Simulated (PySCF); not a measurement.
Geometry relaxation, with input and output: GeH3F (charge +1) (part 2 of 2)

The same run, continued: GeH3F, charge +1, multiplicity 2; HF/6-31G*, UHF (PySCF 2.14.0). The atoms were displaced at random from an optimised geometry. The geometry is that of the parent species in another charge or spin state.

Geometry of the input (Å):
```
F  -1.0731  0.4561  1.1970
Ge 0.0675  -0.0217  -0.0516
H  1.3129  -0.4985  0.6768
H  -0.6367  -1.2056  -0.8601
H  0.3209  1.1482  -0.9396
```

## The program's output, continued
```
----------------------------------------------
cycle 10: E = -2175.88120142  dE = -1.53128e-06  norm(grad) = 0.000145922
Step    9 : Displace = 3.471e-03/6.541e-03 (rms/max) Trust = 3.000e-01 (=) Grad = 6.526e-05/9.298e-05 (rms/max) E (change) = -2175.8812014160 (-1.531e-06) Quality = 1.256
Hessian Eigenvalues: 5.44882e-03 5.00000e-02 5.00000e-02 ... 1.99642e-01 3.77299e-01 4.07313e-01

Geometry optimization cycle 11
Cartesian coordinates (Angstrom)
 Atom        New coordinates             dX        dY        dZ
   F  -1.076489   0.468217   1.188121   -0.000402 -0.001192 -0.001062
  Ge   0.237635   0.286987   0.181276    0.000730  0.000555  0.000124
   H   1.316405  -0.635892   0.711129    0.001030  0.000956  0.000173
   H  -0.716060  -1.431070  -1.022724   -0.002529 -0.001259  0.000390
   H   0.230115   1.190338  -1.035337    0.001171  0.000940  0.000376
converged SCF energy = -2175.88120200342  <S^2> = 0.75059433  2S+1 = 2.0005942
--------------- SecondOrderUHF_Scanner gradients ---------------
         x                y                z
0 F     0.0000386264     0.0000364634     0.0000119129
1 Ge    -0.0000670466     0.0000116400     0.0000690756
2 H    -0.0000055223    -0.0000070680    -0.0000260144
3 H     0.0000309160    -0.0000178638    -0.0000404676
4 H     0.0000030265    -0.0000231715    -0.0000145065
----------------------------------------------
cycle 11: E = -2175.881202  dE = -5.87407e-07  norm(grad) = 0.000129584
Step   10 : Displace = 1.789e-03/2.687e-03 (rms/max) Trust = 3.000e-01 (=) Grad = 5.795e-05/9.696e-05 (rms/max) E (change) = -2175.8812020034 (-5.874e-07) Quality = 1.538
Hessian Eigenvalues: 7.19518e-03 3.68102e-02 5.00000e-02 ... 1.98913e-01 3.77027e-01 4.07122e-01

Geometry optimization cycle 12
Cartesian coordinates (Angstrom)
 Atom        New coordinates             dX        dY        dZ
   F  -1.077298   0.465635   1.185833   -0.000809 -0.002582 -0.002289
  Ge   0.238587   0.287117   0.180773    0.000952  0.000130 -0.000503
   H   1.317911  -0.634745   0.711309    0.001506  0.001147  0.000180
   H  -0.719318  -1.430997  -1.020424   -0.003258  0.000072  0.002300
   H   0.231724   1.191570  -1.035025    0.001609  0.001232  0.000312
converged SCF energy = -2175.88120259159  <S^2> = 0.75059027  2S+1 = 2.0005902
--------------- SecondOrderUHF_Scanner gradients ---------------
         x                y                z
0 F     0.0000210769     0.0000083092    -0.0000084688
1 Ge    -0.0000347705     0.0000246428     0.0000552475
2 H     0.0000042773    -0.0000002918    -0.0000186672
3 H     0.0000000822    -0.0000201109    -0.0000218471
4 H     0.0000093341    -0.0000125493    -0.0000062644
----------------------------------------------
cycle 12: E = -2175.88120259  dE = -5.88171e-07  norm(grad) = 8.35823e-05
Step   11 : Displace = 2.727e-03/3.816e-03 (rms/max) Trust = 3.000e-01 (=) Grad = 3.738e-05/6.977e-05 (rms/max) E (change) = -2175.8812025916 (-5.882e-07) Quality = 1.260
Hessian Eigenvalues: 7.65793e-03 2.59421e-02 5.00000e-02 ... 1.98692e-01 3.77481e-01 4.06905e-01

Geometry optimization cycle 13
Cartesian coordinates (Angstrom)
 Atom        New coordinates             dX        dY        dZ
   F  -1.077662   0.464427   1.184793   -0.000363 -0.001208 -0.001039
  Ge   0.238787   0.286751   0.180241    0.000200 -0.000366 -0.000532
   H   1.318312  -0.634572   0.711305    0.000402  0.000173 -0.000004
   H  -0.719959  -1.429864  -1.018775   -0.000641  0.001133  0.001649
   H   0.232126   1.191838  -1.035100    0.000402  0.000268 -0.000075
converged SCF energy = -2175.88120271879  <S^2> = 0.75059439  2S+1 = 2.0005943
--------------- SecondOrderUHF_Scanner gradients ---------------
         x                y                z
0 F     0.0000038550    -0.0000005043    -0.0000047308
1 Ge    -0.0000043619     0.0000073338     0.0000206186
2 H     0.0000007336     0.0000026299    -0.0000067327
3 H    -0.0000042600    -0.0000078647    -0.0000058087
4 H     0.0000040332    -0.0000015946    -0.0000033464
----------------------------------------------
cycle 13: E = -2175.88120272  dE = -1.27204e-07  norm(grad) = 2.70549e-05
Step   12 : Displace = 1.260e-03/2.012e-03 (rms/max) Trust = 3.000e-01 (=) Grad = 1.210e-05/2.231e-05 (rms/max) E (change) = -2175.8812027188 (-1.272e-07) Quality = 1.218
Hessian Eigenvalues: 5.49259e-03 2.89873e-02 5.00000e-02 ... 1.98514e-01 3.77237e-01 4.05966e-01

Geometry optimization cycle 14
Cartesian coordinates (Angstrom)
 Atom        New coordinates             dX        dY        dZ
   F  -1.077718   0.464228   1.184628   -0.000056 -0.000199 -0.000165
  Ge   0.238725   0.286533   0.180039   -0.000063 -0.000218 -0.000202
   H   1.318273  -0.634682   0.711270   -0.000039 -0.000110 -0.000035
   H  -0.719736  -1.429261  -1.018282    0.000223  0.000603  0.000493
   H   0.232060   1.191762  -1.035190   -0.000066 -0.000075 -0.000090
converged SCF energy = -2175.88120273248  <S^2> = 0.75059727  2S+1 = 2.0005972
--------------- SecondOrderUHF_Scanner gradients ---------------
         x                y                z
0 F     0.0000003860    -0.0000006097    -0.0000011673
1 Ge    -0.0000001622     0.0000015459     0.0000011941
2 H     0.0000007144     0.0000000159     0.0000000403
3 H    -0.0000011414    -0.0000007627    -0.0000003235
4 H     0.0000002032    -0.0000001895     0.0000002564
----------------------------------------------
cycle 14: E = -2175.88120273  dE = -1.36911e-08  norm(grad) = 2.89304e-06
```

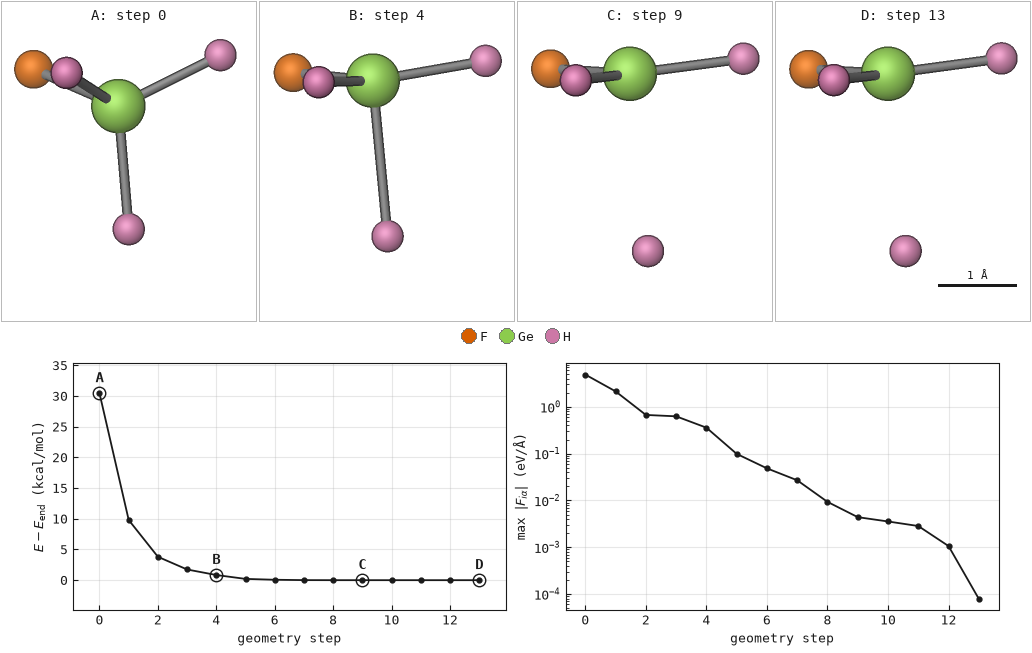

Frames of the relaxation (ball-and-stick view, seen at a tilt) above the curves, on which the letters mark them (steps are counted from 0).

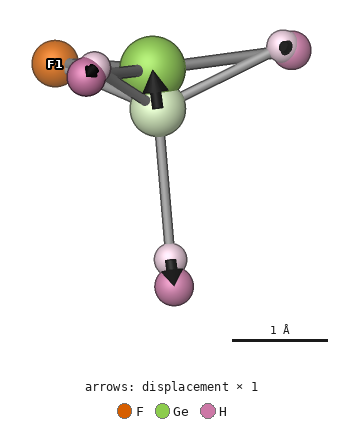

Start (faint) and end (solid) with the displacements as black arrows, at true length (ball-and-stick view, seen at a tilt). The two geometries are laid on each other by the best rigid fit. The largest move after the best rigid fit is that of Ge2, 0.42 Å. By element the largest moves are Ge 0.42 Å, H 0.29 Å, F 0.02 Å. Distances before and after: Ge2–H4 1.597 → 2.302 Å, F1–Ge2 1.757 → 1.665 Å, Ge2–H5 1.490 → 1.515 Å, Ge2–H3 1.520 → 1.515 Å. Bonds break: Ge2–H4 (1.60 → 2.30 Å). Among the angles that change: H3–Ge2–H5 113.1° → 130.3°, F1–Ge2–H3 106.1° → 114.6°, F1–Ge2–H5 108.7° → 114.6°. Over 13 geometry steps the energy falls by 30.5 kcal/mol. The largest force component goes from 4.9 to under 0.0001 eV/Å. (Atoms are counted from 1 in the order of the input.)

```
Step   13 : Displace = 4.127e-04/8.090e-04 (rms/max) Trust = 3.000e-01 (=) Grad = 1.294e-06/1.960e-06 (rms/max) E (change) = -2175.8812027325 (-1.369e-08) Quality = 1.089
Hessian Eigenvalues: 5.49259e-03 2.89873e-02 5.00000e-02 ... 1.98514e-01 3.77237e-01 4.05966e-01
Converged! =D

converged: True
F          -1.07771778        0.46422767        1.18462767
Ge          0.23872469        0.28653331        0.18003865
H           1.31827348       -0.63468207        0.71127000
H          -0.71973573       -1.42926127       -1.01828154
H           0.23206033        1.19176235       -1.03518978

WARN: HOMO -0.24222564687955 >= LUMO -0.24222564687955

converged SCF energy = -2175.88120273249  <S^2> = 0.75059736  2S+1 = 2.0005973
E(HF) = -2175.881202732
frequencies (1/cm) [ 234.4  347.7  356.7  648.9  755.1  859.7  891.8 2351.5 2400.9]
temperature 298.1500 [K]
pressure 101325.00 [Pa]
Rotational constants [GHz] 55.69769 10.59263 10.28078
Symmetry number 1
Zero-point energy (ZPE) 0.02015 [Eh]   52914.406 [J/mol]
                           tot       elec      trans        rot        vib
Entropy [J/mol/K]       282.492      5.763    165.495     89.951     21.283
Cv [J/mol/K]             57.000      0.000     12.472     12.472     32.057
Cp [J/mol/K]             65.314      0.000     20.786     12.472     32.057
Internal energy [J/mol]                      3718.434   3718.434  57043.534
Internal energy [Eh]   -2175.85664  -2175.88120
Enthalpy [J/mol]                             6197.391   3718.434  57043.534
Enthalpy [Eh]          -2175.85570
Gibbs free energy [J/mol]                  -43144.838 -23100.502  50697.947
Gibbs free energy [Eh] -2175.88778
```

## Trajectory as extended XYZ (Å, eV, eV/Å), 14 frames, from step=0 to step=13
```
5
Properties=species:S:1:pos:R:3:forces:R:3 step=0 energy=-59207.42322
F    -1.0731    0.4561    1.1970    1.2776  -1.1468  -2.1671
Ge    0.0675   -0.0217   -0.0516    0.3451   4.0968   4.8725
H     1.3129   -0.4985    0.6768    0.0163  -1.2253  -0.0796
H    -0.6367   -1.2056   -0.8601   -1.0937  -1.9993  -1.3246
H     0.3209    1.1482   -0.9396   -0.5453   0.2745  -1.3012
5
Properties=species:S:1:pos:R:3:forces:R:3 step=1 energy=-59208.31865
F    -1.0897    0.4163    1.1523    0.0123  -0.3050  -0.3923
Ge    0.1233    0.0880    0.0370    1.2723   2.1325   1.6761
H     1.3281   -0.6012    0.6957   -0.3739  -0.3830  -0.3045
H    -0.6388   -1.2060   -0.8389   -0.5798  -1.0486  -0.7270
H     0.2687    1.1815   -1.0236   -0.3310  -0.3959  -0.2523
5
Properties=species:S:1:pos:R:3:forces:R:3 step=2 energy=-59208.57856
F    -1.1364    0.3603    1.1131   -0.1758   0.2389   0.3581
Ge    0.2184    0.2527    0.1585    0.2909   0.0460  -0.2454
H     1.2897   -0.6991    0.6399    0.1682   0.1250   0.2397
H    -0.5934   -1.1415   -0.7949   -0.3442  -0.6698  -0.4856
H     0.2133    1.1062   -1.0940    0.0608   0.2600   0.1332
5
Properties=species:S:1:pos:R:3:forces:R:3 step=3 energy=-59208.66832
F    -1.1012    0.4203    1.1520   -0.0129  -0.0646  -0.0513
Ge    0.1891    0.1949    0.1165    0.2933   0.6257   0.4253
H     1.3110   -0.6484    0.6828   -0.0038  -0.1461  -0.0063
H    -0.6398   -1.2488   -0.8794   -0.2049  -0.3732  -0.2623
H     0.2325    1.1607   -1.0495   -0.0716  -0.0418  -0.1053
5
Properties=species:S:1:pos:R:3:forces:R:3 step=4 energy=-59208.70741
F    -1.0964    0.4326    1.1607    0.0781  -0.0544  -0.0933
Ge    0.2038    0.2195    0.1327    0.0947   0.3582   0.3370
H     1.3102   -0.6539    0.6904   -0.0221  -0.0575  -0.0221
H    -0.6502   -1.2844   -0.9108   -0.1245  -0.2246  -0.1561
H     0.2241    1.1648   -1.0505   -0.0261  -0.0217  -0.0656
5
Properties=species:S:1:pos:R:3:forces:R:3 step=5 energy=-59208.73477
F    -1.0848    0.4465    1.1703   -0.0563   0.0138   0.0536
Ge    0.2242    0.2564    0.1588    0.0337   0.0796   0.0156
H     1.3037   -0.6565    0.6987    0.0506  -0.0102   0.0084
H    -0.6673   -1.3371   -0.9554   -0.0563  -0.0987  -0.0671
H     0.2158    1.1693   -1.0500    0.0284   0.0154  -0.0105
5
Properties=species:S:1:pos:R:3:forces:R:3 step=6 energy=-59208.74092
F    -1.0815    0.4576    1.1801    0.0235   0.0032  -0.0111
Ge    0.2303    0.2705    0.1687   -0.0261   0.0121   0.0404
H     1.3075   -0.6520    0.7045    0.0080   0.0273  -0.0091
H    -0.6828   -1.3740   -0.9845   -0.0303  -0.0484  -0.0309
H     0.2180    1.1765   -1.0464    0.0249   0.0058   0.0106
5
Properties=species:S:1:pos:R:3:forces:R:3 step=7 energy=-59208.74341
F    -1.0761    0.4670    1.1871   -0.0269   0.0008   0.0163
Ge    0.2338    0.2798    0.1763    0.0109   0.0131  -0.0033
H     1.3107   -0.6423    0.7092    0.0179  -0.0038  -0.0009
H    -0.7006   -1.4103   -1.0111   -0.0120  -0.0141  -0.0068
H     0.2238    1.1843   -1.0390    0.0102   0.0040  -0.0053
5
Properties=species:S:1:pos:R:3:forces:R:3 step=8 energy=-59208.74376
F    -1.0761    0.4697    1.1896    0.0061  -0.0047  -0.0093
Ge    0.2358    0.2847    0.1800   -0.0022   0.0040   0.0087
H     1.3141   -0.6386    0.7106   -0.0010   0.0042  -0.0023
H    -0.7095   -1.4251   -1.0209   -0.0054  -0.0030   0.0005
H     0.2273    1.1880   -1.0368    0.0024  -0.0005   0.0024
5
Properties=species:S:1:pos:R:3:forces:R:3 step=9 energy=-59208.74380
F    -1.0761    0.4694    1.1892   -0.0026  -0.0027  -0.0013
Ge    0.2369    0.2864    0.1812    0.0044   0.0003  -0.0019
H     1.3154   -0.6368    0.7110    0.0006   0.0009   0.0008
H    -0.7135   -1.4298   -1.0231   -0.0029   0.0001   0.0021
H     0.2289    1.1894   -1.0357    0.0005   0.0015   0.0003
5
Properties=species:S:1:pos:R:3:forces:R:3 step=10 energy=-59208.74381
F    -1.0765    0.4682    1.1881   -0.0020  -0.0019  -0.0006
Ge    0.2376    0.2870    0.1813    0.0034  -0.0006  -0.0036
H     1.3164   -0.6359    0.7111    0.0003   0.0004   0.0013
H    -0.7161   -1.4311   -1.0227   -0.0016   0.0009   0.0021
H     0.2301    1.1903   -1.0353   -0.0002   0.0012   0.0007
5
Properties=species:S:1:pos:R:3:forces:R:3 step=11 energy=-59208.74383
F    -1.0773    0.4656    1.1858   -0.0011  -0.0004   0.0004
Ge    0.2386    0.2871    0.1808    0.0018  -0.0013  -0.0028
H     1.3179   -0.6347    0.7113   -0.0002   0.0000   0.0010
H    -0.7193   -1.4310   -1.0204    0.0000   0.0010   0.0011
H     0.2317    1.1916   -1.0350   -0.0005   0.0006   0.0003
5
Properties=species:S:1:pos:R:3:forces:R:3 step=12 energy=-59208.74383
F    -1.0777    0.4644    1.1848   -0.0002   0.0000   0.0002
Ge    0.2388    0.2868    0.1802    0.0002  -0.0004  -0.0011
H     1.3183   -0.6346    0.7113    0.0000  -0.0001   0.0003
H    -0.7200   -1.4299   -1.0188    0.0002   0.0004   0.0003
H     0.2321    1.1918   -1.0351   -0.0002   0.0001   0.0002
5
Properties=species:S:1:pos:R:3:forces:R:3 step=13 energy=-59208.74383
F    -1.0777    0.4642    1.1846    0.0000   0.0000   0.0001
Ge    0.2387    0.2865    0.1800    0.0000  -0.0001  -0.0001
H     1.3183   -0.6347    0.7113    0.0000   0.0000   0.0000
H    -0.7197   -1.4293   -1.0183    0.0001   0.0000   0.0000
H     0.2321    1.1918   -1.0352    0.0000   0.0000   0.0000
```

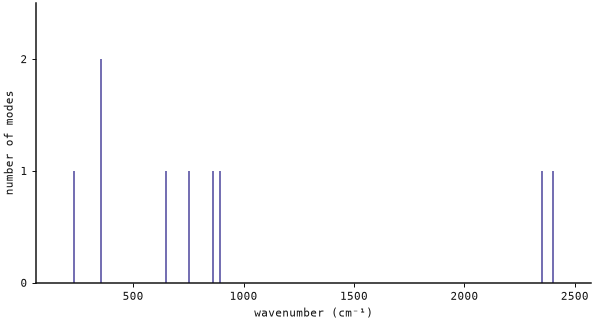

Harmonic vibrational wavenumbers from the force constants; neighbouring modes closer than 10 cm⁻¹ are counted in one stick. 9 modes from 234 to 2401 cm⁻¹, none imaginary.

## Key numbers

```tsv
quantity	value
outcome	converged
total energy	−2175.881203 hartree
basis functions	52
⟨S²⟩	0.751
zero-point energy	0.020154 hartree
wavenumbers, lowest and highest	234 and 2401 cm⁻¹
hardware	1 thread of Intel Xeon (Sapphire Rapids), 16 GiB of memory available, shared host
wall time	60 s
peak memory	0.15 GiB
```

## Notes

The record of the run, not the program, notes: dipole of an ion depends on the origin.
